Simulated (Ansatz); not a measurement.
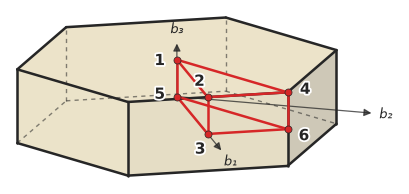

The first Brillouin zone of a primitive hexagonal lattice (hP; extended symbol hP2) is drawn with its special points numbered. Crystal: Ru, the geometry relaxed with Ansatz, DFT, BLYP, plane waves (420 eV) with PAW, scalar-relativistic; the starting structure was generated, so it need not be a known form of this composition. Symmetry computed with spglib at a tolerance of 0.002 Å; standard conventional cell.

a = 2.754 Å, b = 2.754 Å, c = 8.830 Å, α = 90.00°, β = 90.00°, γ = 120.00°.

Labels and path follow the convention of Hinuma et al. (2017), as computed by seekpath; the arrows show the directions of the reciprocal primitive vectors b₁, b₂, b₃, in which coordinates are given.

Q: Give the label and coordinates of each numbered point.

A:
```
no.  label      coordinates
  1      A      (0, 0, 1/2)
  2      L    (1/2, 0, 1/2)
  3      M      (1/2, 0, 0)
  4      H  (1/3, 1/3, 1/2)
  5      Γ        (0, 0, 0)
  6      K    (1/3, 1/3, 0)
```
